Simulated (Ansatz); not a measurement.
# One shape, several levels: SnF2 (SMILES [F][Sn][F])

Aim: a comparison of 6 runs (HF/STO-3G, BLYP/STO-3G, HSE06/STO-3G, PBE0/STO-3G, UB3LYP/STO-3G, wB97X/STO-3G) of SnF2. 

Program for the calculation: Ansatz 0.2.0.

54 further runs of the same task are left out: 21 that didn't finish, 33 set aside as unsound or not needed.

**1. The system as given**

SnF2 has 3 atoms, charge 0, and is taken as a singlet. SMILES: `[F][Sn][F]`. The F3–Sn1 distance was set to 5.191 Å, away from the relaxed value. At this shape a bond of the SMILES string is far longer than usual.

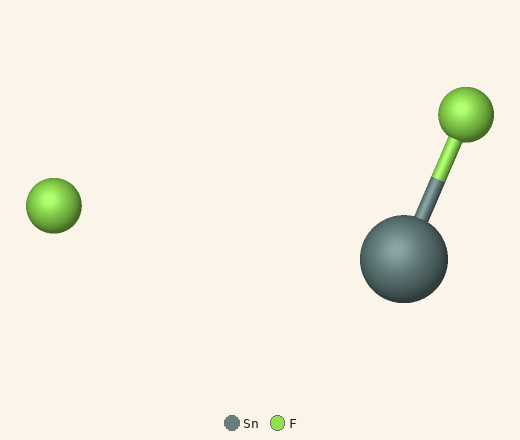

The structure, seen from a chosen angle (tin teal, fluorine green).

**2. The energy at HF/STO-3G (run 1)**

Input file molecule.yaml:

```yaml
crystal:
  periodic: [false, false, false]
  atoms:
    - {symbol: Sn, position_ang: [2.448630, -0.062085, -2.796002]}
    - {symbol: F, position_ang: [4.061650, -0.075755, -1.487792]}
    - {symbol: F, position_ang: [-1.623610, 0.028790, 0.422090]}
basis:
  gaussian:
    orbitals: STO-3G
hamiltonian:
  xc: hf
accuracy: high
```

The run is started by

```bash
$ ansatz run molecule.yaml --threads 1 --pin off --max-ram 2610MiB --events-out events.jsonl --progress --plain --runs-dir runs
```

Log:

```text
Warning: RAYON_NUM_THREADS=1 ignored (pool sized by the plan → 1); use --threads N
Functional definition: HF
  name "HF"
  exchange = exact_x
  correlation = 0
625 factors; integrals over basis functions are off by at most 4.9e-9 eV
mean field evaluation 1: about -167587.5502 eV, gradient 2.0e1 eV
mean field evaluation 2: about -167587.6025 eV, gradient 2.0e1 eV
mean field evaluation 4: about -167580.2429 eV, gradient 5.6e1 eV
mean field evaluation 8: about -167593.6766 eV, gradient 8.4e0 eV
mean field evaluation 16: about -167594.3409 eV, gradient 9.3e-5 eV
mean field evaluation 32: about -167580.9303 eV, gradient 2.5e0 eV
mean field -167594.34091049 eV, -6158.9784289361 hartree, gradient 2.0e-8 eV, S^2 0.000000; 0 other end points of the search recorded, 0 dependent functions left out
reference -167594.34091049 eV, -6158.9784289361 hartree; 34, 34 occupied and 3, 3 virtual orbitals, 625 factors
Total energy: -167594.34091049 eV, -6158.9784289361 hartree
```

It took 0.76 s on 1 thread of Arm Neoverse V1, shared host; peak memory 0.091 GiB.

**3. The energy at BLYP/STO-3G (run 2)**

Changes to molecule.yaml since step 2:

```diff
@@ -1 +1,4 @@
+basis:
+  gaussian:
+    orbitals: STO-3G
 crystal:
@@ -6,7 +9,4 @@
     - {symbol: F, position_ang: [-1.623610, 0.028790, 0.422090]}
-basis:
-  gaussian:
-    orbitals: STO-3G
 hamiltonian:
-  xc: hf
+  xc: {name: BLYP}
 accuracy: high
```

The run is started by

```bash
$ ansatz run molecule.yaml --threads 1 --pin off --max-ram 2610MiB --events-out events.jsonl --progress --plain --runs-dir runs
```

Log (excerpt; [...] marks lines left out):

```text
Warning: RAYON_NUM_THREADS=1 ignored (pool sized by the plan → 1); use --threads N
Functional definition: BLYP
  name "BLYP"
[...]
625 factors; integrals over basis functions are off by at most 4.9e-9 eV
[...]
mean field -167667.98303079 eV, -6161.6847269409 hartree, gradient 6.8e-8 eV, S^2 0.000000; 6 other end points of the search recorded, 0 dependent functions left out
reference -167667.98306773 eV, -6161.6847282983 hartree; 34, 34 occupied and 3, 3 virtual orbitals, 625 factors
Total energy: -167667.98306773 eV, -6161.6847282983 hartree
```

Run time: 17 s. Hardware: 1 thread of Arm Neoverse V1, shared host; peak memory 0.1 GiB.

**4. The energy at HSE06/STO-3G (run 3)**

Input file molecule.yaml:

```yaml
crystal:
  periodic: [false, false, false]
  atoms:
    - symbol: Sn
      position_ang: [2.448630, -0.062085, -2.796002]
    - symbol: F
      position_ang: [4.061650, -0.075755, -1.487792]
    - symbol: F
      position_ang: [-1.623610, 0.028790, 0.422090]
basis:
  gaussian: {orbitals: STO-3G}
hamiltonian: {xc: hse06}
accuracy: high
```

The run is started by

```bash
$ ansatz run molecule.yaml --threads 1 --pin off --max-ram 2610MiB --events-out events.jsonl --progress --plain --runs-dir runs
```

Log (excerpt; [...] marks lines left out):

```text
Warning: RAYON_NUM_THREADS=1 ignored (pool sized by the plan → 1); use --threads N
Functional definition: HSE06
  name "HSE06"
[...]
625 factors; integrals over basis functions are off by at most 4.9e-9 eV
55 factors; integrals over basis functions are off by at most 7.2e-10 eV
[...]
mean field -167660.40111200 eV, -6161.4060965643 hartree, gradient 8.4e-9 eV, S^2 0.000000; 12 other end points of the search recorded, 0 dependent functions left out
reference -167660.40111365 eV, -6161.4060966249 hartree; 34, 34 occupied and 3, 3 virtual orbitals, 625 factors
Total energy: -167660.40111365 eV, -6161.4060966249 hartree
```

Wall time 56 s (1 thread of Arm Neoverse V1, shared host); peak memory 0.16 GiB.

Runs 4 to 5 aren't shown in full; the table further down has their settings and results.

**5. The energy at wB97X/STO-3G (run 6)**

Input file input.yaml:

```yaml
crystal:
  periodic: [false, false, false]
  atoms:
    - {symbol: Sn, position_ang: [2.448630, -0.062085, -2.796002]}
    - {symbol: F, position_ang: [4.061650, -0.075755, -1.487792]}
    - {symbol: F, position_ang: [-1.623610, 0.028790, 0.422090]}
basis:
  gaussian:
    orbitals: STO-3G
total_charge: 0
hamiltonian:
  xc: {name: wB97X}
accuracy: high
```

The run is started by

```bash
$ ansatz run input.yaml --threads 1 --pin off --max-ram 2610MiB --events-out events.jsonl --progress --plain --runs-dir runs
```

Log (excerpt; [...] marks lines left out):

```text
Warning: RAYON_NUM_THREADS=1 ignored (pool sized by the plan → 1); use --threads N
Functional definition: wB97X
  name "wB97X"
[...]
      + exact_x_lr(omega)
[...]
      + integral(e_c_pw_opposite_spin*poly(b97_u_opposite, 1, cos1, cos2, cos3, cos4))
625 factors; integrals over basis functions are off by at most 4.9e-9 eV
156 factors; integrals over basis functions are off by at most 8.3e-10 eV
[...]
mean field -167674.01365098 eV, -6161.9063481451 hartree, gradient 2.9e-8 eV, S^2 0.000000; 4 other end points of the search recorded, 0 dependent functions left out
reference -167674.01364958 eV, -6161.9063480936 hartree; 34, 34 occupied and 3, 3 virtual orbitals, 625 factors
Total energy: -167674.01364958 eV, -6161.9063480936 hartree
```

It took 18 s on 1 thread of Arm Neoverse V1, shared host; peak memory 0.26 GiB.

**6. The series**

```
run          level   energy (Eh)  wall time
  1      HF/STO-3G  -6158.978429     0.76 s
  2    BLYP/STO-3G  -6161.684728       17 s
  3   HSE06/STO-3G  -6161.406097       56 s
  4    PBE0/STO-3G  -6161.387070       13 s
  5  UB3LYP/STO-3G  -6161.887114       63 s
  6   wB97X/STO-3G  -6161.906348       18 s
```

**7. What came out**

```
           quantity           value
run 6: total energy  -6161.90635 Eh
```

What this shows: Totals of different functionals can't be ranked against each other. In runs 1, 2, 3, 4, 5, 6 the basis is minimal, so the values are rough. In runs 1, 2, 3, 4, 6 a closed-shell determinant meets a far-stretched bond, which it describes badly. In runs 1, 2, 3, 4, 5, 6 relativity is left out where basis or elements ask for it. Spin contamination of the reference: run 5 ⟨S²⟩ = 1.00. Where it is this large, the reference is a mixture of spin states, and values that rest on it are in doubt. All runs together took 2.8 min, the longest 63 s.
